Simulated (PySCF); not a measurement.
Molecule: Be(H)(Br), SMILES [BeH][Br] (HBeBr). Atoms near the plane z = 1.5 Å, at the B3LYP/def2-SVP optimised geometry (x, y, z in Å): Be1 (-0.3, 0.0, 0.0), H2 (-1.6, 0.0, 0.0), Br3 (1.6, 0.0, 0.0).

Computed with B3LYP/def2-TZVP run with PySCF. The values are rescaled to run from 0 to 1.

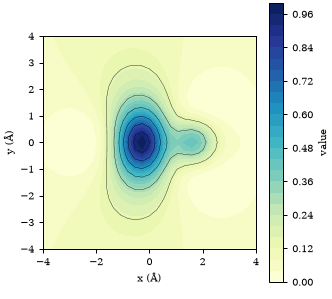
*a field on the plane z = 1.5 Å.*

### Question
Which quantity is mapped?
A) log10 of the electron density
B) Laplacian of the electron density
C) electrostatic potential
D) deformation density (molecule minus spherical neutral atoms)

### Answer
C, electrostatic potential. In full: electrostatic potential (hartree/e).
